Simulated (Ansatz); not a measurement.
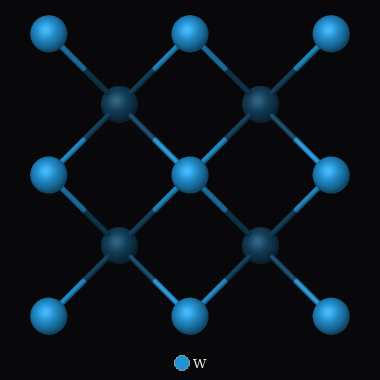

The system is Se on a W(100) slab cut from the Im-3m phase, its upper half relaxed before the scan (16 atoms of substrate and one adsorbate in a 2 × 2 cell); the picture shows it without the atoms that are moved over the map. Se is moved over the surface cell; relaxed at each place: the height of the adsorbate's atoms; substrate rigid; the origin of the map has the adsorbate above W13. Places are given modulo a cell vector. The map is drawn in real space over the plane of the surface. The grid has 8 × 8 points; 15 points were computed and 49 follow by symmetry. Places are given in fractions of the 1 × 1 surface cell. All energies are given in eV relative to the lowest grid point. Theory: DFT PBE, scalar-relativistic, plane waves, PAW in Ansatz 0.2.0. Settings: cutoff 420 eV, k-mesh 4×4×1, gaussian smearing 0.1 eV, no spin polarisation.

Range: position of Se17 along the first surface vector from 0.000 to 0.875; position of Se17 along the second surface vector from 0.000 to 0.875.

Q: What will the energy surface look like?

A: The lowest grid point is at a fourfold hollow over a second-layer W atom, (4/8, 4/8) of the cell vectors. No other kind of well shows on this grid. The highest grid point, the top site over a surface W atom, (0/8, 0/8) of the cell vectors, lies 1.88 eV above the lowest. On the interpolated surface the easiest way out of the lowest well to its copy in the next cell or period passes a barrier of about 1.1 eV. At the lowest point the adsorbate has 4 W at 2.64 Å as nearest neighbours, at the highest 1 W at 2.34 Å. Its relaxed height above the top atom is 1.39 Å at the lowest and 2.34 Å at the highest point.

| second ↓, first → | 0/8 | 1/8 | 2/8 | 3/8 | 4/8 | 5/8 | 6/8 | 7/8 |
| --- | --- | --- | --- | --- | --- | --- | --- | --- |
| 7/8 | 1.83 | 1.78 | 1.60 | 1.28 | 1.06 | 1.28 | 1.60 | 1.78 |
| 6/8 | 1.65 | 1.60 | 1.41 | 1.08 | 0.85 | 1.08 | 1.41 | 1.60 |
| 5/8 | 1.34 | 1.28 | 1.08 | 0.70 | 0.39 | 0.70 | 1.08 | 1.28 |
| 4/8 | 1.11 | 1.06 | 0.85 | 0.39 | 0.00 | 0.39 | 0.85 | 1.06 |
| 3/8 | 1.34 | 1.28 | 1.08 | 0.70 | 0.39 | 0.70 | 1.08 | 1.28 |
| 2/8 | 1.65 | 1.60 | 1.41 | 1.08 | 0.85 | 1.08 | 1.41 | 1.60 |
| 1/8 | 1.83 | 1.78 | 1.60 | 1.28 | 1.06 | 1.28 | 1.60 | 1.78 |
| 0/8 | 1.88 | 1.83 | 1.65 | 1.34 | 1.11 | 1.34 | 1.65 | 1.83 |

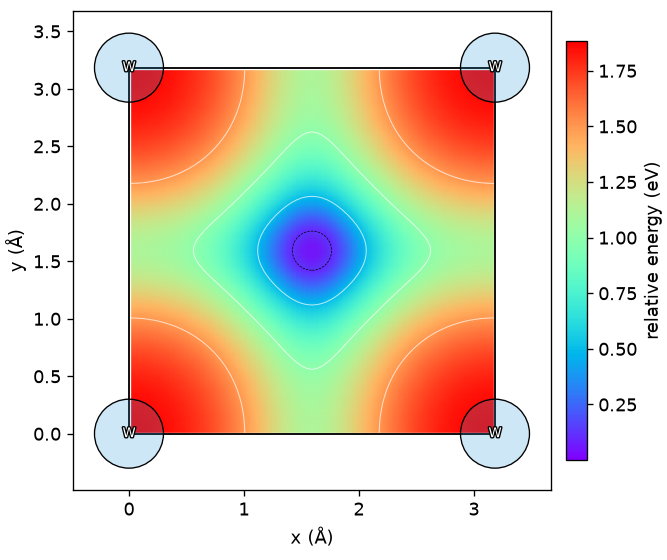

In the figure: a smooth colour map with a few white contour lines, labelled circles for the atoms of the top layer and small ones for the second layer, the outline of one cell of the plane. Between grid points the surface is interpolated.

Each point was launched as `ansatz run input.yaml --threads 8 --pin off --max-ram 22528MiB --backend cpu --events-out ev --progress --plain --runs-dir out`. The whole map (15 points run) took 24 min on 8 threads of Arm Neoverse N1 (shared host).

PAW datasets: the set soft_1.
